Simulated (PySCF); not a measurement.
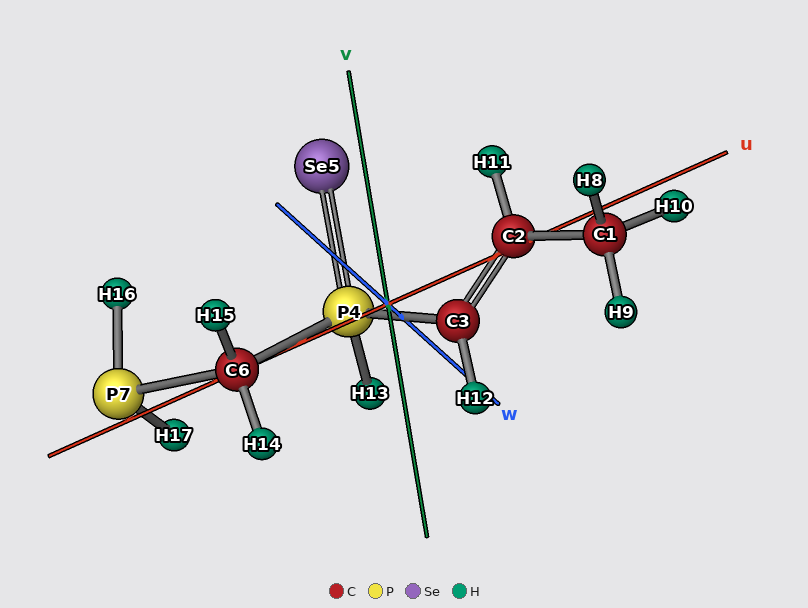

The lines u, v and w are the principal axes of the static dipole polarisability. Computed geometry: GFN2-xTB optimisation. No frequency run is at hand to confirm it as a minimum. Level of theory: ωB97X-D/def2-SVPD (PySCF 2.14.0).

**Along which axis is the molecule most polarisable, and along which least?**

Most along u (close to the long direction C1···P7), least along w.

**Give the three principal values.**

u 164.0, v 129.6, w 99.3 bohr³; mean 131.0, anisotropy 56.1 bohr³.

The geometry is semi-empirical. Around P, Se such bond lengths and angles can be off by a tenth of an ångström or more and by several degrees, and values that hang on the shape move with them.
